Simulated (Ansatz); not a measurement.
Cost and result by functional for the surface energy of the (10-10) surface of hcp Sc in its 1x1 cell, outermost plane spacing 0.96 Å in the ideal cut, in Ansatz (plane waves, PAW). Single points on the PBE structure, on one kind of machine; costs are rough ratios of the slab run's core time (references not counted) to the cheapest single point. r2SCAN's cost holds its higher cutoff (500 against 420 eV). Differences are taken against r2SCAN for comparison alone: no measured value is at hand, so the table doesn't rank accuracy.

Set-up: 8 atoms, 9.6 Å thick at the start (thin: gaps and levels are the slab's own); mesh 11x7x1; 0.1 eV smearing; dipole correction on; all atoms relaxed; held to the start's symmetry, so lower structures may exist; no spin, no spin-orbit, no U. These notes are the PBE run's.

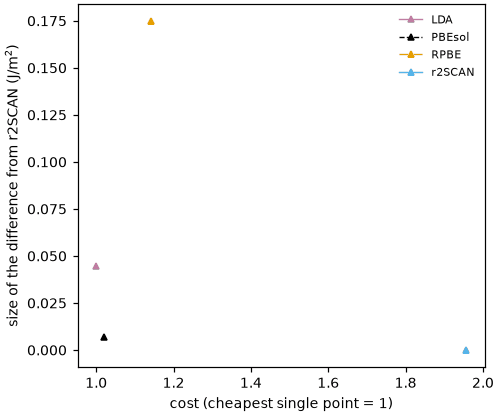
Figure: Difference from r2SCAN against cost

| functional | relative cost | surface energy (J/m²) | less r2SCAN (J/m²) |
|---|---|---|---|
| LDA | 1 | 1.34 | 0.04 |
| PBEsol | 1 | 1.30 | 0.01 |
| RPBE | 1 | 1.12 | -0.18 |
| r2SCAN | 2 | 1.29 | 0.00 |
| PBE (the relaxed run's value) | – | 1.20 | -0.09 |

The values span 0.22 J/m², while the single points' costs differ by a factor of roughly 2. Differences are of unrounded values.

Ansatz is a quantum-chemistry and plane-wave program.
